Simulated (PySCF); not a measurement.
C₃H₁₅BSi₃, SMILES C[Si]([SiH2][SiH2]B)(C)C at its GFN2-xTB optimised geometry (Å):

```
22

B     -1.7113    -3.5525     3.2508
Si    -0.8253    -2.7475     1.7372
Si    -1.1407    -0.4237     1.8198
Si    -0.3252     0.7930     0.0000
C     -0.9049    -0.0025    -1.6385
C      1.5866     0.7930     0.0000
C     -0.9093     2.6165     0.0000
H     -2.8442    -3.8495     3.2095
H     -1.1739    -3.6760     4.2849
H     -1.2871    -3.1630     0.3965
H      0.6350    -2.9433     1.6286
H     -0.5616     0.0959     3.0734
H     -2.5759    -0.1386     2.0118
H     -1.9868     0.0275    -1.7304
H     -0.4894     0.5041    -2.5054
H     -0.6017    -1.0443    -1.6918
H      1.9734    -0.2208    -0.0469
H      1.9810     1.2514     0.9022
H      1.9936     1.3375    -0.8476
H     -0.5660     3.1376     0.8895
H     -0.5387     3.1630    -0.8636
H     -1.9936     2.6780    -0.0150
```

Calculation: PBE0/def2-SVP in PySCF. Cells within 0.4 Å of a nucleus heavier than hydrogen are left out (blank, or x).

Map of the electron localisation function on the plane z = 0.0 Å:

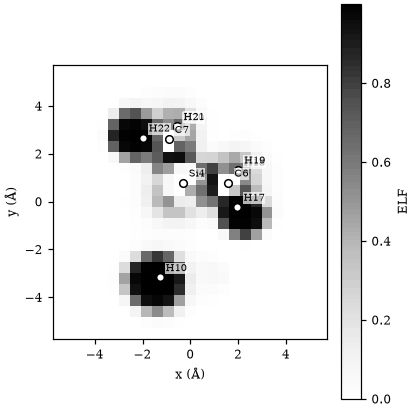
Fig. 1. Electron localisation function on the plane z = 0.0 Å.
